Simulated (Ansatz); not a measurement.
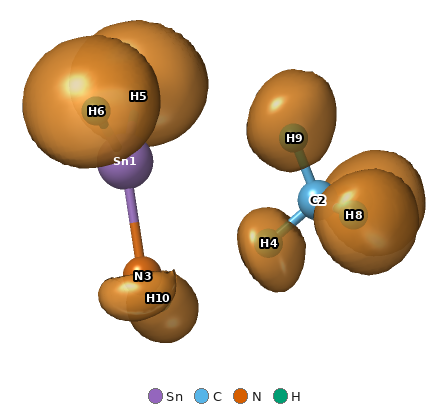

Figure. H3NSn···CH4. Isosurface of the electron localisation function at 0.9 (orange), seen at a tilt. Core shells and regions of very low density are left out.

Core potentials replace the inner electrons of Sn; not at a stationary point (largest force 0.6 eV/Å).

Method: UKS PBE0/def2-SVP (Ansatz).

Input

```
crystal:
  periodic: [false, false, false]
  atoms:
    - { symbol: Sn, position_ang: [-1.0548, 0.02, 0.7217] }
    - { symbol: C, position_ang: [1.3059, -0.0494, -0.1132] }
    - { symbol: "N", position_ang: [-1.0931, 0.0074, -1.2283] }
    - { symbol: H, position_ang: [0.2365, 0.0042, -1.0141] }
    - { symbol: H, position_ang: [-1.2228, 1.4155, 1.829] }
    - { symbol: H, position_ang: [-1.4539, -1.3403, 1.8114] }
    - { symbol: H, position_ang: [1.7913, 0.8478, -0.4882] }
    - { symbol: H, position_ang: [1.7541, -0.93, -0.5701] }
    - { symbol: H, position_ang: [1.5928, -0.1052, 0.9371] }
    - { symbol: H, position_ang: [-1.856, 0.1299, -1.8853] }
magnetization:
  spin_polarized: true
basis:
  gaussian: { orbitals: def2-SVP }
hamiltonian:
  xc: pbe0
relax:
  f_tol: 0.15
  max_steps: 25
  restrain:
    - { distance: [3, 1], at: 1.07, k: 30.0 }
    - { distance: [0, 1], at: 3.45, k: 30.0 }
    - { distance: [3, 2], at: 2.32, k: 30.0 }
output:
  orbitals: {}
```

Launched as:

```sh
ansatz run input.yaml --threads 2 --pin off --max-ram 3072MiB --backend cpu --events-out ev --progress --plain --runs-dir out
```

The fields are those of the run's last geometry, not of the input's.

> Where are the electrons localised?

The ELF exceeds this value in seven regions around hydrogen nuclei and one lobe on N, pointing away from the bonds (lone pairs).

Values along the shortest contacts:
Sn1···H4 (2.92 Å): the ELF dips to about 0.05 between them. Sn–N (1.91 Å): the ELF peaks at about 0.80 in the valence shell of N, 0.6 Å from its nucleus, and drops to about 0.20 between the two atoms.
